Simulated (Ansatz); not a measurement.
# Calculations on SiH4SO and related structures

### Relaxation

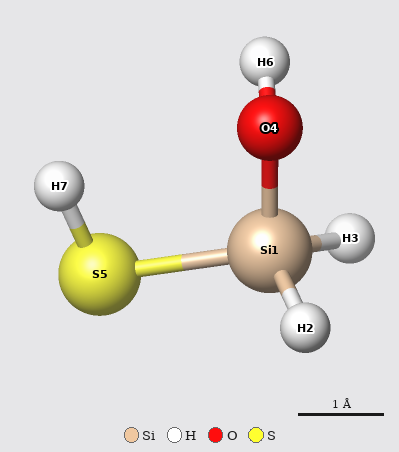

Starting structure of SiH$_{4}$SO. Style: ball-and-stick. Shown at a tilt.

It is one of the separated products of a reaction.

Computed with RKS PBE0-D4/def2-TZVP in Ansatz 0.2.0.

The input:
```yaml
crystal:
  periodic: [false, false, false]
  atoms:
    - {symbol: Si, position_ang: [-0.219220, 0.729390, -0.228730]}
    - {symbol: H, position_ang: [-0.462123, 0.209211, -1.589586]}
    - {symbol: H, position_ang: [-1.321871, 0.515217, 0.741239]}
    - {symbol: O, position_ang: [-0.158285, 2.367919, -0.514664]}
    - {symbol: S, position_ang: [1.699942, 0.210717, 0.604292]}
    - {symbol: H, position_ang: [-0.196958, 2.935546, 0.256321]}
    - {symbol: H, position_ang: [2.237126, 1.418325, 0.368481]}
basis:
  gaussian: {orbitals: def2-TZVP}
hamiltonian: {xc: pbe0, dispersion: d4}
relax: {f_tol: 0.005, max_steps: 200}
```

Run as
```bash
ansatz run in.yaml --threads 4 --pin off --events-out ev --progress --plain --max-ram 9574MiB
```

Predict the outcome.

The largest move after the best rigid fit is that of H7, 0.71 Å. Largest moves by element: H 0.71 Å, S 0.41 Å, O 0.28 Å, Si 0.17 Å. Near-neighbour distances that change, for instance: Si1–O4 1.664 → 1.642 Å, Si1–S5 2.155 → 2.133 Å. Bond angles that change, for instance: H3–Si1–S5 112.0° → 102.9°, O4–Si1–S5 105.7° → 113.5°, H3–Si1–O4 106.4° → 112.6°. Groups turn about Si1–S5 by about 55°. The energy falls by 21.7 kJ/mol in 10 accepted moves (11 points after the start). Largest force component: 1.5 eV/Å at the start, 0.00077 eV/Å at the end. The line search rejected the trial step at point 10 of the run. Cost: 14 s on 4 threads of Arm Neoverse V2, with other jobs on the host.

Final geometry:

```xyz
7

Si   -0.1995    0.8927   -0.1830
H    -0.1774    0.2712   -1.5236
H    -1.2738    0.3271    0.6709
O    -0.4029    2.4953   -0.4756
S     1.5711    0.4466    0.9196
H    -0.3469    3.0894    0.2751
H     2.4079    0.8640   -0.0461
```

After the run, drawn alike:

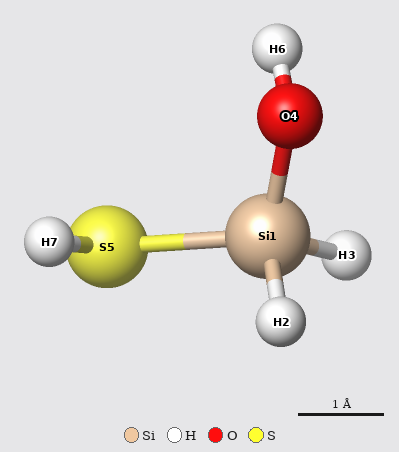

### Relaxation

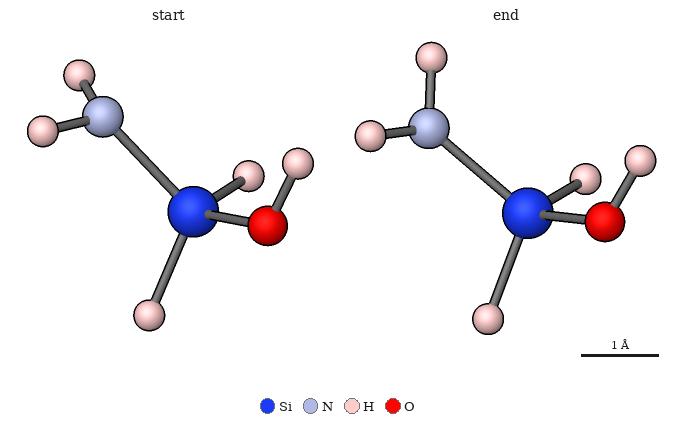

The structure of SiNH$_{5}$O before (left) and after (right) a relaxation, at one scale.

The picture is a ball-and-stick view, seen from a free direction.

It is one of the separated reactants of a reaction.

These are results of RKS PBE0-D4/def2-TZVP in Ansatz 0.2.0, not measurements. Settings: force threshold 0.005 eV/Å; at most 200 steps.

**What changed between the two?**

The energy falls by 0.020 eV in 17 accepted moves (24 points after the start). The largest force component goes from 0.63 to 0.0013 eV/Å. The line search rejected the trial steps at points 5, 8, 11, 16, 19, 20, 23 of the run. The forces were under the threshold at step 21, but the run went on from there. The atom that moves furthest after the best rigid fit is an H atom (0.39 Å). Largest moves by element: H 0.39 Å, N 0.25 Å, O 0.05 Å, Si 0.04 Å. Near-neighbour distances that change, for instance: N–Si 1.732 → 1.705 Å, O–Si 1.636 → 1.649 Å, H–O 0.967 → 0.958 Å, H–N 1.009 → 1.005 Å. Among the angles between lasting bonds that change: N–Si–O 110.8° → 116.3°, Si–N–H 117.5° → 122.4°, Si–N–H 119.3° → 123.7°. The run took 24 s on 4 threads of Arm Neoverse V2, on a shared host.

### Reaction

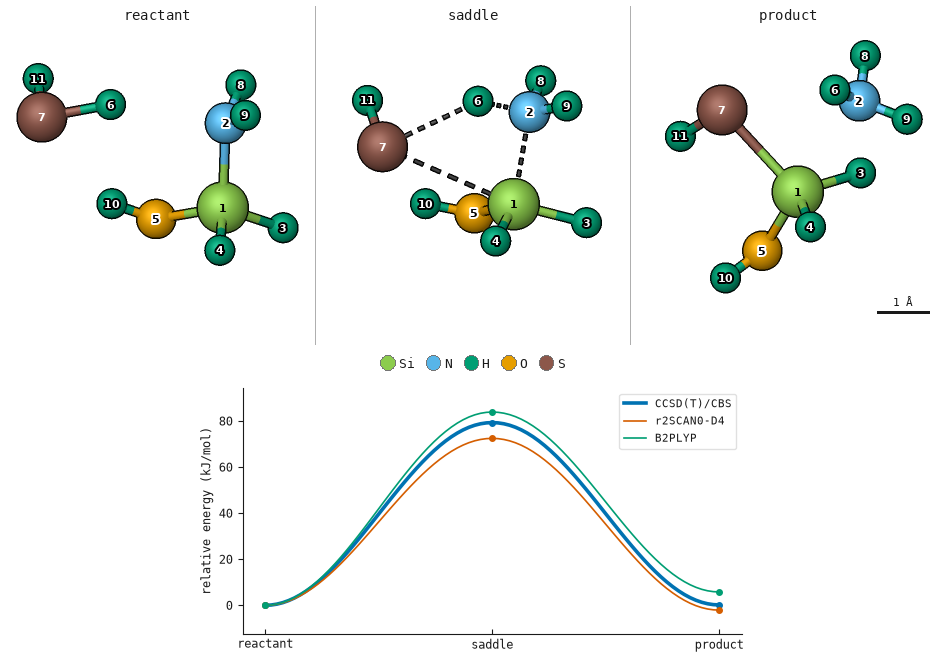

A reaction step of SiNH$_{7}$SO, with its energy diagram. Style: ball-and-stick. Shown at a tilt. Dashed sticks mark bonds that form or break.

Stationary points at PBE0-D4/def2-TZVP, single-point energies with CCSD(T)/CBS, r2SCAN0-D4, B2PLYP (def2-TZVPP where no basis is named; Ansatz 0.2.0). The energies are electronic, without zero-point or thermal terms, and both ends are the minima reached downhill from the saddle, with any fragments still in contact. CCSD(T)/CBS stands for a frozen-core estimate: MP2 correlation extrapolated from def2-TZVPP and def2-QZVPP, CCSD(T) minus MP2 from the smaller set.

Describe the step and its energetics.

Answer. Counted by bonded pieces, the reactant holds H₂S + SiH₅NO and the product holds NH₃ + SiH₄SO. From the reactant over the saddle to the product, bonds form: Si1–S7 (3.95 → 2.86 → 2.16 Å), N2–H6 (2.26 → 1.07 → 1.01 Å). Bonds break: Si1–N2 (1.73 → 1.88 → 2.58 Å), H6–S7 (1.36 → 2.05 → 3.09 Å). The saddle has one imaginary mode, 166i cm⁻¹. With CCSD(T)/CBS the barrier is 79.3 kJ/mol from the reactant and 79.2 kJ/mol from the product, and the product lies 0.2 kJ/mol above the reactant.

| level | barrier from the reactant (kJ/mol) | barrier from the product (kJ/mol) | the product less the reactant (kJ/mol) |
| --- | --- | --- | --- |
| CCSD(T)/CBS | 79.3 | 79.2 | 0.2 |
| r2SCAN0-D4 | 72.5 | 74.6 | −2.1 |
| B2PLYP | 83.9 | 78.1 | 5.8 |

Against CCSD(T)/CBS, B2PLYP comes closest on the barrier from the reactant (+4.6 kJ/mol) and r2SCAN0-D4 misses most (−6.8 kJ/mol).

Limits of the set-up: the start holds two separate molecules, 2.3 Å apart at their closest, whose relative position is a soft coordinate.
